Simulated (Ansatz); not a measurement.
# WH₃Cl₄OF: geometry relaxation (part 1 of 2)

The run: geometry relaxation of WH₃Cl₄OF. Method and program: RHF/def2-SVP (Ansatz 0.2.0).

The input holds or restrains some coordinates. It belongs to a series of runs on one base structure; here: pulled along the bonds that form and break, towards end B. Figures and captions count atoms from 1; the log counts them from 0 in places.

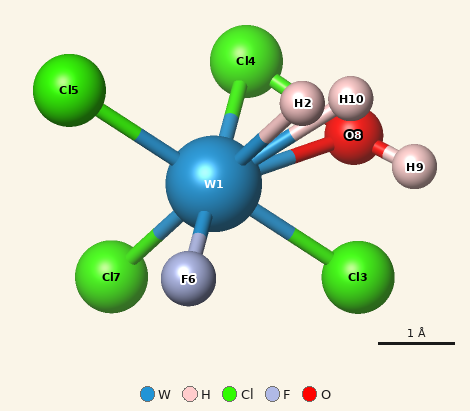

*The structure as given in the input (ball-and-stick view, seen at a tilt; atoms are numbered from 1 in the order of the input). Sticks mark near contacts.*

Bond lengths as drawn: Cl–O 1.84 Å, Cl–W 2.39 Å, F–W 1.85 Å, H–O 1.01 Å, H–W 2.07 to 2.20 Å and O–W 2.24 Å.

### Key numbers

| quantity | value |
| --- | --- |
| outcome | converged under the restraints of the input |
| total energy | −56592.3431 eV |
| mean-field energy | −56592.3431 eV |
| largest force (length of the vector) at the end, held atoms and coordinates included | 1.684 eV/Å |
| hardware | 4 threads of Arm Neoverse V2, 24 GiB of memory available, shared host |
| wall time | 51 s (CPU time 3.1 min) |
| peak memory | 0.55 GiB |

### Input
```yaml
crystal:
  periodic: [false, false, false]
  atoms:
    - { symbol: W, position_ang: [0.0, 0.0, 0.0] }
    - { symbol: H, position_ang: [0.0, 0.0, 2.07] }
    - { symbol: Cl, position_ang: [2.39, 0.0, 0.0] }
    - { symbol: Cl, position_ang: [0.0, 2.39, 0.0] }
    - { symbol: Cl, position_ang: [-2.39, 0.0, 0.0] }
    - { symbol: F, position_ang: [0.0, -1.85, 0.0] }
    - { symbol: Cl, position_ang: [0.0, 0.0, -2.39] }
    - { symbol: O, position_ang: [1.4721, 1.5335, 0.7063] }
    - { symbol: H, position_ang: [2.2027, 1.0805, 1.2365] }
    - { symbol: H, position_ang: [0.7317, 0.7622, 1.9256] }
basis:
  gaussian: { orbitals: def2-SVP }
hamiltonian:
  xc: hf
relax:
  f_tol: 0.15
  max_steps: 25
  restrain:
    - { distance: [0, 7], at: 1.94, k: 30.0 }
    - { distance: [9, 1], at: 0.66, k: 30.0 }
    - { distance: [0, 1], at: 2.92, k: 30.0 }
    - { distance: [9, 7], at: 2.21, k: 30.0 }
output:
  orbitals: {}
```

Launched with:
```bash
ansatz run input.yaml --threads 4 --pin off --max-ram 5120MiB --backend cpu --events-out ev --progress --plain --runs-dir out
```

### What the program printed
```
The last accepted step is kept in [file] (removed where the run ends without a failure and the disk answers)
Engine: ansatz 0.2.0, aarch64-unknown-linux-gnu
Functional definition: HF
  exchange = exact_x
  correlation = 0
1490 factors; integrals over basis functions are off by at most 2.3e-4 eV
mean field evaluation 1: about -56563.0816 eV, gradient 8.3e1 eV
mean field evaluation 2: about -56563.4575 eV, gradient 8.3e1 eV
mean field evaluation 4: about -56579.7000 eV, gradient 2.6e1 eV
mean field evaluation 8: about -56582.0958 eV, gradient 7.7e0 eV
mean field evaluation 16: about -56583.9402 eV, gradient 1.8e-1 eV
mean field evaluation 32: about -56574.7244 eV, gradient 3.1e1 eV
mean field evaluation 64: about -56583.0913 eV, gradient 1.3e0 eV
mean field evaluation 96: about -56578.9226 eV, gradient 2.7e0 eV
mean field evaluation 128: about -56583.0913 eV, gradient 3.6e-1 eV
mean field evaluation 160: about -56563.7868 eV, gradient 5.9e1 eV
mean field evaluation 192: about -56583.1868 eV, gradient 5.6e-1 eV
mean field evaluation 224: about -56576.8392 eV, gradient 6.6e0 eV
mean field evaluation 256: about -56574.8685 eV, gradient 1.5e1 eV
mean field evaluation 288: about -56575.1052 eV, gradient 1.4e1 eV
mean field evaluation 320: about -56572.4246 eV, gradient 7.5e0 eV
mean field -56583.94606919 eV, -2079.4216640665 hartree, gradient 2.6e-5 eV, S^2 0.000000; 3 other end points of the search recorded, 0 dependent functions left out
the calculation of the forces begins
reference -56583.94606919 eV, -2079.4216640665 hartree; 51, 51 occupied and 96, 96 virtual orbitals, 1490 factors
relax step   1: F+E_penalty+E_count = -56583.94606919 eV  Δ(F+E_penalty+E_count) = +0.000e0 eV  max|allowed force component| = 5.491e0 eV/Å  E_restraint = 19.85681853 eV  max|allowed force component, restraints' pulls added| = 2.480e1 eV/Å  Δτ_max = 0.0000 Å  (466 SCF iters, accepted)
  distance W 0 - O 7 = 2.2400 Å
  distance H 9 - H 1 = 1.0664 Å
  distance W 0 - H 1 = 2.0700 Å
  distance H 9 - O 7 = 1.6217 Å
these checks for a lower state are left out or cut short: starts, cluster_reference, orbital_swaps, neighbouring_geometries, increment
1490 factors; integrals over basis functions are off by at most 4.3e-4 eV
mean field evaluation 352: about -56584.4807 eV, gradient 1.4e2 eV
mean field -56586.04688852 eV, -2079.4988677529 hartree, gradient 3.6e-5 eV, S^2 0.000000; 0 other end points of the search recorded, 0 dependent functions left out
[... from here on the field's lines of each further geometry are left out, up to the last ...]
relax step   2: F+E_penalty+E_count = -56586.04688852 eV  Δ(F+E_penalty+E_count) = -2.101e0 eV  max|allowed force component| = 4.821e0 eV/Å  E_restraint = 7.51826356 eV  max|allowed force component, restraints' pulls added| = 1.415e1 eV/Å  Δτ_max = 0.1949 Å  (87 SCF iters, accepted)
relax step   3: F+E_penalty+E_count = -56587.27326250 eV  Δ(F+E_penalty+E_count) = -1.226e0 eV  max|allowed force component| = 3.346e0 eV/Å  E_restraint = 1.39364297 eV  max|allowed force component, restraints' pulls added| = 7.801e0 eV/Å  Δτ_max = 0.1944 Å  (84 SCF iters, accepted)
relax step   4: F+E_penalty+E_count = -56588.22403675 eV  Δ(F+E_penalty+E_count) = -9.508e-1 eV  max|allowed force component| = 3.389e0 eV/Å  E_restraint = 0.05611853 eV  max|allowed force component, restraints' pulls added| = 2.381e0 eV/Å  Δτ_max = 0.1979 Å  (86 SCF iters, accepted)
relax step   5: F+E_penalty+E_count = -56589.48145530 eV  Δ(F+E_penalty+E_count) = -1.257e0 eV  max|allowed force component| = 3.754e0 eV/Å  E_restraint = 0.07220538 eV  max|allowed force component, restraints' pulls added| = 2.877e0 eV/Å  Δτ_max = 0.2000 Å  (84 SCF iters, accepted)
relax step   6: F+E_penalty+E_count = -56590.44758085 eV  Δ(F+E_penalty+E_count) = -9.661e-1 eV  max|allowed force component| = 3.694e0 eV/Å  E_restraint = 0.12021164 eV  max|allowed force component, restraints' pulls added| = 2.591e0 eV/Å  Δτ_max = 0.1994 Å  (93 SCF iters, accepted)
relax step   7: F+E_penalty+E_count = -56591.06048083 eV  Δ(F+E_penalty+E_count) = -6.129e-1 eV  max|allowed force component| = 3.108e0 eV/Å  E_restraint = 0.13129969 eV  max|allowed force component, restraints' pulls added| = 2.126e0 eV/Å  Δτ_max = 0.1950 Å  (84 SCF iters, accepted)
relax step   8: F+E_penalty+E_count = -56591.46221499 eV  Δ(F+E_penalty+E_count) = -4.017e-1 eV  max|allowed force component| = 2.646e0 eV/Å  E_restraint = 0.11409474 eV  max|allowed force component, restraints' pulls added| = 1.803e0 eV/Å  Δτ_max = 0.2000 Å  (86 SCF iters, accepted)
relax step   9: F+E_penalty+E_count = -56591.83238991 eV  Δ(F+E_penalty+E_count) = -3.702e-1 eV  max|allowed force component| = 2.457e0 eV/Å  E_restraint = 0.08517253 eV  max|allowed force component, restraints' pulls added| = 1.715e0 eV/Å  Δτ_max = 0.1944 Å  (82 SCF iters, accepted)
relax step  10: F+E_penalty+E_count = -56591.98727877 eV  Δ(F+E_penalty+E_count) = -1.549e-1 eV  max|allowed force component| = 3.479e0 eV/Å  E_restraint = 0.07625720 eV  max|allowed force component, restraints' pulls added| = 2.664e0 eV/Å  Δτ_max = 0.1930 Å  (83 SCF iters, accepted)
relax step  11: F+E_penalty+E_count = -56592.17896327 eV  Δ(F+E_penalty+E_count) = -1.917e-1 eV  max|allowed force component| = 1.710e0 eV/Å  E_restraint = 0.14265031 eV  max|allowed force component, restraints' pulls added| = 1.945e0 eV/Å  Δτ_max = 0.1261 Å  (81 SCF iters, accepted)
relax step  12: F+E_penalty+E_count = -56592.28396671 eV  Δ(F+E_penalty+E_count) = -1.050e-1 eV  max|allowed force component| = 1.496e0 eV/Å  E_restraint = 0.10544738 eV  max|allowed force component, restraints' pulls added| = 9.619e-1 eV/Å  Δτ_max = 0.0861 Å  (82 SCF iters, accepted)
relax step  13: F+E_penalty+E_count = -56592.31546998 eV  Δ(F+E_penalty+E_count) = -3.150e-2 eV  max|allowed force component| = 1.609e0 eV/Å  E_restraint = 0.08399404 eV  max|allowed force component, restraints' pulls added| = 6.939e-1 eV/Å  Δτ_max = 0.1930 Å  (78 SCF iters, accepted)
relax step  14: F+E_penalty+E_count = -56592.34287675 eV  Δ(F+E_penalty+E_count) = -2.741e-2 eV  max|allowed force component| = 1.479e0 eV/Å  E_restraint = 0.08915928 eV  max|allowed force component, restraints' pulls added| = 6.052e-1 eV/Å  Δτ_max = 0.1552 Å  (84 SCF iters, accepted)
relax step  15: F+E_penalty+E_count = -56592.34416755 eV  Δ(F+E_penalty+E_count) = -1.291e-3 eV  max|allowed force component| = 1.643e0 eV/Å  E_restraint = 0.08594793 eV  max|allowed force component, restraints' pulls added| = 2.612e-1 eV/Å  Δτ_max = 0.0661 Å  (80 SCF iters, accepted)
the calculation of the forces begins
reference -56592.34309078 eV, -2079.7302489183 hartree; 51, 51 occupied and 96, 96 virtual orbitals, 1491 factors
relax step  16: F+E_penalty+E_count = -56592.34309078 eV  Δ(F+E_penalty+E_count) = +1.077e-3 eV  max|allowed force component| = 1.560e0 eV/Å  E_restraint = 0.08280145 eV  max|allowed force component, restraints' pulls added| = 1.400e-1 eV/Å  Δτ_max = 0.0567 Å  (80 SCF iters, accepted)
  distance W 0 - O 7 = 1.9943 Å
  distance H 9 - H 1 = 0.7084 Å
  distance W 0 - H 1 = 2.9249 Å
  distance H 9 - O 7 = 2.2243 Å
1491 factors; integrals over basis functions are off by at most 4.2e-4 eV
mean field evaluation 512: about -56592.3147 eV, gradient 6.7e-1 eV
mean field evaluation 544: about -56590.5484 eV, gradient 1.4e0 eV
mean field evaluation 576: about -56589.0639 eV, gradient 3.9e0 eV
mean field evaluation 608: about -56575.4205 eV, gradient 2.8e1 eV
mean field evaluation 640: about -56592.3399 eV, gradient 2.3e-1 eV
```

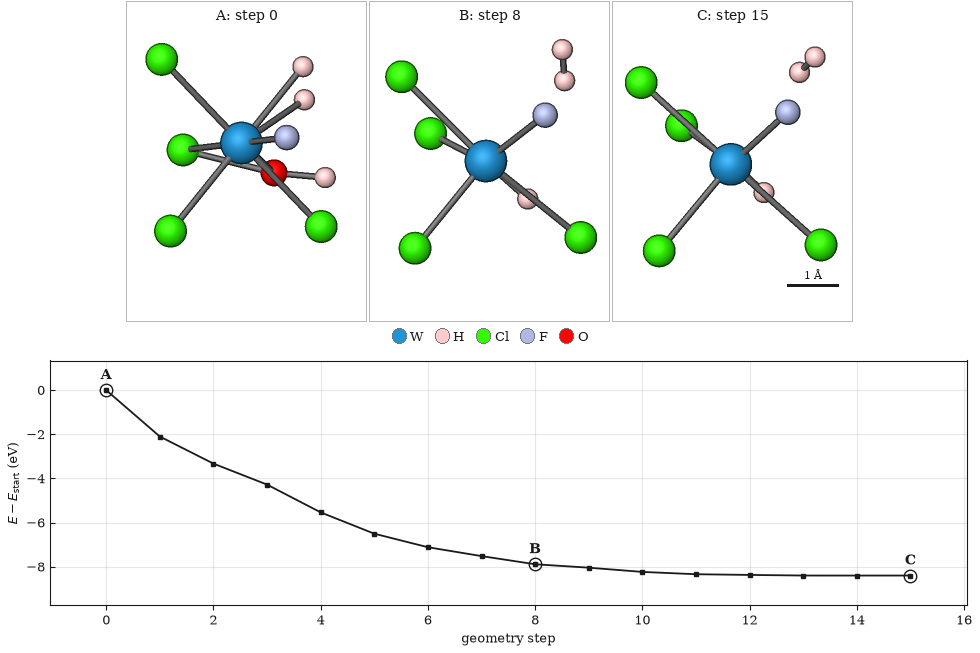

*Frames of the restrained relaxation (ball-and-stick view, seen at a tilt) above the curves, on which the letters mark them (the first geometry is step 0 here and step 1 in the log).*

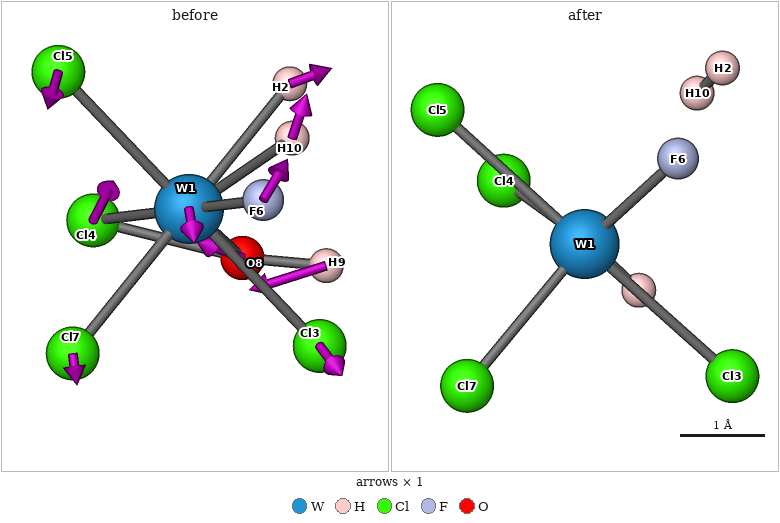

*Before (left) and after (right) the restrained relaxation, at one scale (ball-and-stick view, seen at a tilt). The pink arrows give the displacements, at true length.*

Over 15 geometry steps the energy falls by 8.397 eV. The largest force component goes from 5.5 to 1.6 eV/Å. H9 moves most after the best rigid fit: 0.98 Å. Largest moves by element: H 0.98 Å, Cl 0.94 Å, O 0.72 Å, F 0.65 Å, W 0.53 Å. Among the contacts that change: W1–Cl4 2.390 → 3.404 Å, W1–H2 2.070 → 2.925 Å, W1–H10 2.196 → 2.848 Å, H2–H10 1.066 → 0.708 Å. New bonds form: H2–H10 (1.07 → 0.71 Å). Bonds break: W1–Cl4 (2.39 → 3.40 Å), W1–H10 (2.20 → 2.85 Å), W1–H2 (2.07 → 2.92 Å). Among the angles that change: W1–O8–Cl4 70.9° → 135.1°, Cl4–O8–H9 170.7° → 111.1°, F6–W1–Cl7 90.0° → 130.7°. (Atoms are counted from 1 in the order of the input.)

```
mean field -56592.34309078 eV, -2079.7302489183 hartree, gradient 2.1e-5 eV, S^2 0.000000; 1 other end points of the search recorded, 0 dependent functions left out
the calculation of the forces begins
reference -56592.34309078 eV, -2079.7302489183 hartree; 51, 51 occupied and 96, 96 virtual orbitals, 1491 factors
Total energy: -56592.34309078 eV, -2079.7302489183 hartree
Atom 0 at     0.263414    -0.293516    -0.379334 Å, force    -0.470407    -1.483475    -0.637755 eV/Å
Atom 1 at     0.193426    -0.152416     2.541354 Å, force    -0.401171    -1.452820     0.565440 eV/Å
Atom 2 at     2.690663    -0.512615    -0.223273 Å, force    -0.010361    -0.000728    -0.008189 eV/Å
Atom 3 at     0.022625     2.912897     0.736677 Å, force    -0.033526     0.049928     0.015339 eV/Å
Atom 4 at    -2.060794     0.268039    -0.368345 Å, force     0.028681    -0.004625    -0.000992 eV/Å
Atom 5 at    -0.025919    -1.773987     0.649052 Å, force     0.017896     0.063526    -0.063244 eV/Å
Atom 6 at     0.373364    -0.054869    -2.648140 Å, force     0.006614     0.007841    -0.033588 eV/Å
Atom 7 at     0.809648     1.462631     0.391912 Å, force     0.600126     1.560373     0.203046 eV/Å
Atom 8 at     1.768321     1.553562     0.496556 Å, force    -0.047724    -0.019274     0.000039 eV/Å
Atom 9 at     0.371753     0.506472     2.351942 Å, force     0.309874     1.279255    -0.040096 eV/Å
Dipole moment:     0.266686     1.075481     0.551930 e Å
```

### Trajectory as extended XYZ (Å, eV, eV/Å), 16 frames, from step=1 to step=16
```
10
Properties=species:S:1:pos:R:3:forces:R:3 step=1 energy=-56583.94607
W     0.0000    0.0000    0.0000   -1.9133  -1.9552  -2.1359
H     0.0000    0.0000    2.0700    2.5749   3.1243   0.0619
Cl    2.3900    0.0000    0.0000    5.4906  -4.9218  -1.4836
Cl    0.0000    2.3900    0.0000   -3.6105   4.4552  -0.2803
Cl   -2.3900    0.0000    0.0000    0.2719   0.0652   0.4173
F     0.0000   -1.8500    0.0000    0.1420   0.7747   0.5013
Cl    0.0000    0.0000   -2.3900    0.0225   0.1360   0.6530
O     1.4721    1.5335    0.7063   -1.0650   2.2412  -0.8618
H     2.2027    1.0805    1.2365    2.1836   0.1357   1.9433
H     0.7317    0.7622    1.9256   -4.0966  -4.0554   1.1849
10
Properties=species:S:1:pos:R:3:forces:R:3 step=2 energy=-56586.04689
W     0.0343    0.0316   -0.1487   -1.8386  -1.8698   0.8006
H     0.0575    0.0649    2.2395    1.3797   1.5211  -0.4402
Cl    2.4431   -0.0428   -0.0119    4.8213  -4.2807  -0.9759
Cl   -0.0341    2.4343   -0.0073   -2.8022   3.7002   0.2280
Cl   -2.3839    0.0010    0.0032    0.7053   0.1012   0.1478
F     0.0019   -1.8346    0.0040    0.0605   1.1545   0.2679
Cl    0.0006    0.0017   -2.3977    0.1392   0.0715  -1.2747
O     1.4669    1.5306    0.6173   -0.4870   1.1787  -0.6994
H     2.2084    1.0895    1.2314    0.3225   0.6656   0.6419
H     0.6118    0.6400    2.0186   -2.3007  -2.2423   1.3039
```
